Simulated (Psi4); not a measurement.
**BCl (SMILES [B]Cl) at wB97M-V/cc-pV(T+d)Z (sweep point 4)**

What is the vertical singlet–triplet gap of BCl at wB97M-V/cc-pV(T+d)Z (sweep point 4)? 

Program for the calculation: Psi4 1.11.

## (1) The structure to begin with

The species is BCl (2 atoms), meant as a singlet with charge 0. As SMILES, `[B]Cl`. Geometry: relaxed at GFN2-xTB.

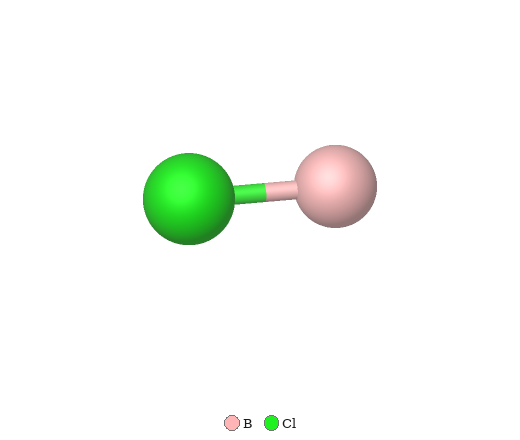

Viewed from a chosen angle; boron pink, chlorine green.

## (2) A single-point energy at wB97M-V/cc-pV(T+d)Z (sweep point 4)

bcl.dat

```
memory 1600 mb

molecule m {
  0 1
  B      0.000000     0.000000     0.000000
  Cl     0.000000     0.000000     1.578530
  symmetry c1
}

set puream true
set scf_type pk
set dft_radial_points 99
set dft_spherical_points 590

energy('wb97m-v/cc-pV(T+d)Z')
```

Command:

```bash
$ psi4 -i bcl.dat -o bcl.out -n 1
```

bcl.out:

```text
[...]
  Running in c1 symmetry.
[...]
  Nuclear repulsion =   28.494905327709958
[...]
  Multiplicity = 1
[...]
  Nalpha       = 11
  Nbeta        = 11
[...]
    Number of basis functions: 69
[...]
   @RKS iter   1:  -484.95323029192360   -2.54242e-01   2.79667e-03 ADIIS/DIIS
[...]
   @RKS iter   7:  -484.97294628588213   -1.59981e-07   7.48020e-07 DIIS
[...]
    Orbital Energies [Eh]
    ---------------------
    Doubly Occupied:
       1A   -101.946832     2A     -9.711191     3A     -7.411194
       4A     -7.409479     5A     -7.409479     6A     -6.979885
       7A     -1.042935     8A     -0.635083     9A     -0.514505
      10A     -0.514505    11A     -0.337112
[...]
  @RKS Final Energy:  -484.97294628588213
   => Energetics <=
    Nuclear Repulsion Energy =             28.4949053277099580
    One-Electron Energy =                -723.7023313069709047
    Two-Electron Energy =                 234.7786911631809232
    DFT Exchange-Correlation Energy =     -24.6364913100749625
    Empirical Dispersion Energy =           0.0000000000000000
    VV10 Nonlocal Energy =                  0.0922798402728355
    Total Energy =                       -484.9729462858821307
[...]
 Multipole Moments:
 ------------------------------------------------------------------------------------
     Multipole            Electronic (a.u.)      Nuclear  (a.u.)        Total (a.u.)
 ------------------------------------------------------------------------------------
 L = 1.  Multiply by 2.5417464519 to convert [e a0] to [Debye]
 Dipole X            :         -0.0000000            0.0000000           -0.0000000
 Dipole Y            :         -0.0000000            0.0000000           -0.0000000
 Dipole Z            :          0.1786011            0.7989079            0.9775090
 Magnitude           :                                                    0.9775090
[...]
```

Run time: 11 s. Hardware: 1 thread of AMD EPYC 9R14 (Zen 4), shared host; peak memory 0.97 GiB.

## (3) The triplet

input.dat

```
memory 1600 mb

molecule m {
  0 3
  B      0.000000     0.000000     0.000000
  Cl     0.000000     0.000000     1.578530
  symmetry c1
}

set reference uks
set puream true
set scf_type pk
set dft_radial_points 99
set dft_spherical_points 590
set maxiter 150

e, wfn = energy('wb97m-v/cc-pV(T+d)Z', return_wfn=True)
```

Command:

```bash
$ psi4 input.dat output.dat -n 1
```

output.dat:

```text
[...]
  Running in c1 symmetry.
[...]
  Nuclear repulsion =   28.494905327709958
[...]
  Multiplicity = 3
[...]
  Nalpha       = 12
  Nbeta        = 10
[...]
    Number of basis functions: 69
[...]
   @UKS iter   1:  -484.86460037715744   -1.65612e-01   2.62613e-03 ADIIS/DIIS
[...]
   @UKS iter   8:  -484.87801507636289   -1.34845e-07   6.42575e-07 DIIS
[...]
   @S^2 Observed:                2.004330577E+00
[...]
    Orbital Energies [Eh]
    ---------------------
    Alpha Occupied:
       1A   -101.925357     2A     -9.686184     3A     -7.388492
       4A     -7.384884     5A     -7.383745     6A     -6.986070
       7A     -1.017767     8A     -0.620196     9A     -0.501419
      10A     -0.493121    11A     -0.409056    12A     -0.236709
    Alpha Virtual:
      13A      0.004996    14A      0.141059    15A      0.227608
      16A      0.227725    17A      0.235593    18A      0.253808
      19A      0.387822    20A      0.389523    21A      0.397852
      22A      0.417256    23A      0.418972    24A      0.485714
      25A      0.488900    26A      0.592968    27A      0.594998
[...]
  @UKS Final Energy:  -484.87801507636289
   => Energetics <=
    Nuclear Repulsion Energy =             28.4949053277099580
    One-Electron Energy =                -724.0199122280479287
    Two-Electron Energy =                 235.2035478316382751
    DFT Exchange-Correlation Energy =     -24.6487194063592483
    Empirical Dispersion Energy =           0.0000000000000000
    VV10 Nonlocal Energy =                  0.0921633986960585
    Total Energy =                       -484.8780150763628853
[...]
 Multipole Moments:
 ------------------------------------------------------------------------------------
     Multipole            Electronic (a.u.)      Nuclear  (a.u.)        Total (a.u.)
 ------------------------------------------------------------------------------------
 L = 1.  Multiply by 2.5417464519 to convert [e a0] to [Debye]
 Dipole X            :         -0.0000000            0.0000000           -0.0000000
 Dipole Y            :         -0.0000000            0.0000000           -0.0000000
 Dipole Z            :         -0.6430405            0.7989079            0.1558675
 Magnitude           :                                                    0.1558675
[...]
```

It took 14 s on 1 thread of AMD EPYC 9R14 (Zen 4), shared host; peak memory 0.98 GiB.

## (4) What came out

Level: wB97M-V/cc-pV(T+d)Z (sweep point 4).

```
                                        quantity          value
                           singlet: total energy  -484.97295 Eh
                          singlet: dipole moment         2.48 D
                            singlet: HOMO energy       -9.17 eV
                            singlet: LUMO energy        0.70 eV
                          singlet: HOMO–LUMO gap        9.87 eV
                           triplet: total energy  -484.87802 Eh
                          triplet: dipole moment         0.40 D
     triplet: HOMO energy (highest over α and β)       -6.44 eV
      triplet: LUMO energy (lowest over α and β)       -1.25 eV
                                   triplet: ⟨S²⟩          2.004
vertical energy of the triplet above the singlet       2.583 eV
```

In words: At this shape the triplet lies 2.58 eV (249 kJ/mol) above the singlet.
